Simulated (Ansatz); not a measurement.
H2O2Zn···H2

The calculation's input:

```
crystal:
  periodic: [false, false, false]
  atoms:
    - {symbol: Zn, position_ang: [0.107359, -0.206220, 0.451970]}
    - {symbol: H, position_ang: [-0.345659, 0.464092, -1.906159]}
    - {symbol: O, position_ang: [0.451724, -1.716908, -0.406638]}
    - {symbol: H, position_ang: [-0.481765, 1.123482, -1.573150]}
    - {symbol: O, position_ang: [-0.269594, 1.367328, 1.172931]}
    - {symbol: H, position_ang: [0.647216, -2.474625, 0.146347]}
    - {symbol: H, position_ang: [-0.109280, 1.442750, 2.114598]}
basis:
  gaussian: {orbitals: def2-TZVPP}
hamiltonian: {xc: pbe0, dispersion: d4}
output: {orbitals: {seedname: orbitals}}
```

Launched as:

```sh
ansatz run in.yaml --threads 4 --pin off --events-out ev --progress --plain --max-ram 9574MiB
```

The product side of a reaction path; geometry: PBE0-D4/def2-TZVP.

Theory: RKS PBE0-D4/def2-TZVPP in Ansatz.

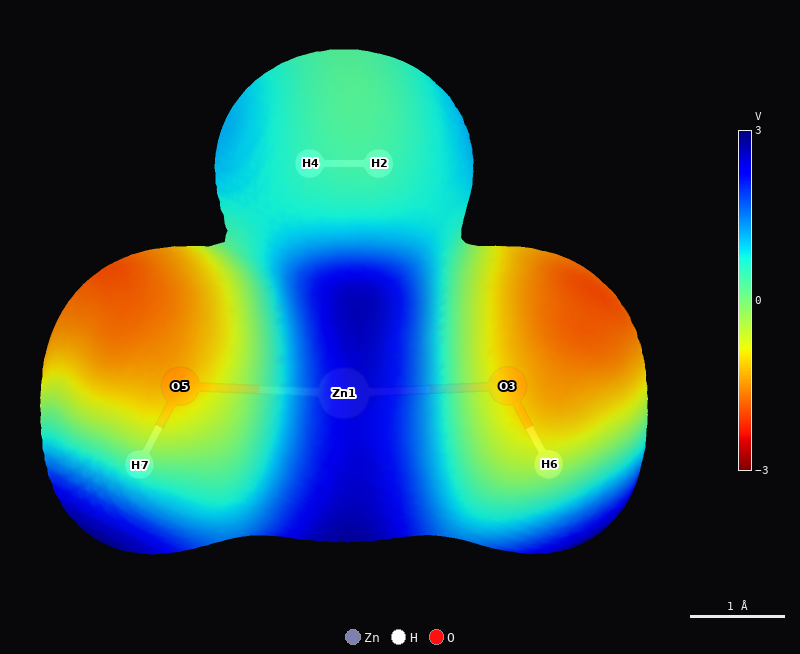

Figure 1. The electrostatic potential painted on the density surface at 0.004 e/bohr³, seen at a tilt; the colour scale runs from red (negative) to blue (positive).

Where is the surface potential most negative and most positive?

Answer. The most negative region (about −1.9 V, or −44 kcal/mol for a unit charge) lies over O3 and O5, the most positive (about +2.9 V, or +67 kcal/mol for a unit charge) over H6 and H7.

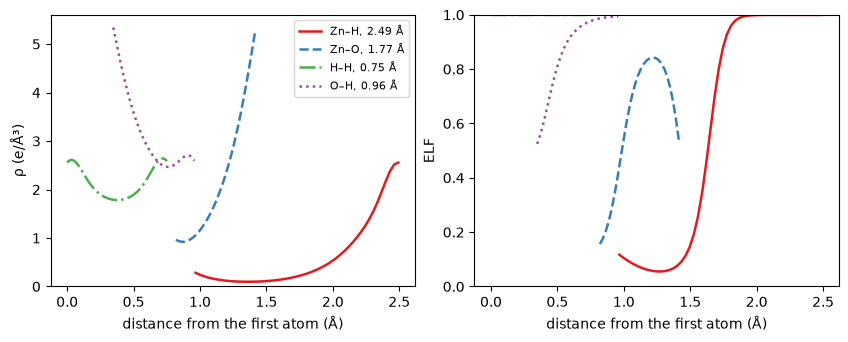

Figure 2. Total electron density and ELF along straight lines between neighbouring atoms. The curves leave out the atomic cores.

What can be read from the curves?

Answer. Zn1···H2 (2.49 Å): the density falls to about 0.1 e/Å³ on the way; the ELF dips to about 0.05 between them.
Zn–O (1.77 Å): ρ is about 0.93 e/Å³ halfway; the ELF peaks at about 0.85 in the valence shell of O, 0.6 Å from its nucleus, and is about 0.25 at the midpoint.
H–H (0.75 Å): ρ at the midpoint is about 1.8 e/Å³; the ELF peaks at about 1 between the atoms.
O–H (0.96 Å): ρ is about 3.8 e/Å³ halfway; the ELF climbs to about 1 towards the hydrogen, as it does in any bond to H (an ordinary covalent bond to hydrogen).

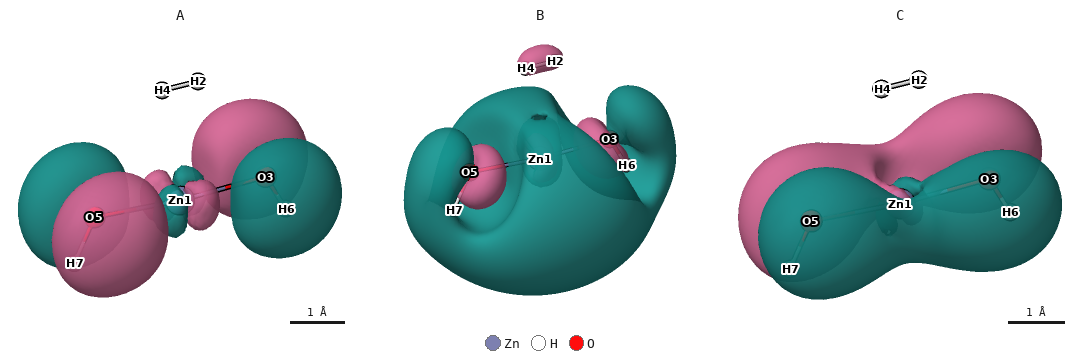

Figure 3. Three frontier orbitals at ±0.06 Å⁻³ᐟ² (teal and pink are the two phases), in no order.

Which picture is the HOMO−1, the HOMO and the LUMO?

Answer. C is the HOMO−1 (−8.69 eV). It lies mainly on O3 (about 40 %), O5 (about 40 %) and Zn1 (about 10 %); largely a combination of lone pairs on O3 and O5. A is the HOMO (−8.03 eV). By Hirshfeld shares it lies mainly on O3 (about 40 %), O5 (about 40 %) and Zn1 (about 10 %); it changes sign across the molecular plane (π type). B is the LUMO (−0.91 eV). Its weight (Hirshfeld) is mainly on Zn1 (about 60 %), O3 (about 10 %), O5 (about 10 %), H6 (about 5 %) and H7 (about 5 %).

What is the HOMO–LUMO gap?

Answer. 7.12 eV between the orbital energies.
